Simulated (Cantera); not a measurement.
Feed: 1 mol C₂H₄, 1.8 mol O₂, equilibrated at 47000 Pa.

Equilibrium computed with Cantera from the NASA thermochemical tables; the gas is ideal and each condensed phase is pure. Candidate condensed phases: C, C₆H₆, C₇H₈, C₈H₁₈, H₂O; 110 gas species. Kinetics and transport are ignored.

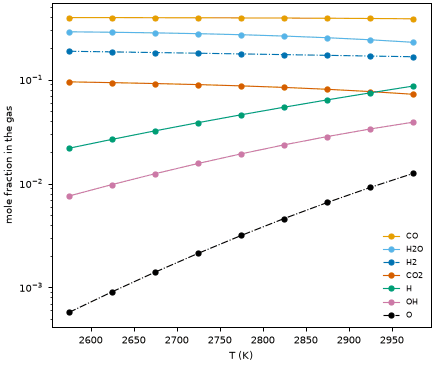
Figure. Equilibrium gas composition (values under 1e-9 drawn at 1e-9)

From 2575 K to 2975 K nothing is condensed. The main C-bearing gas is CO throughout.
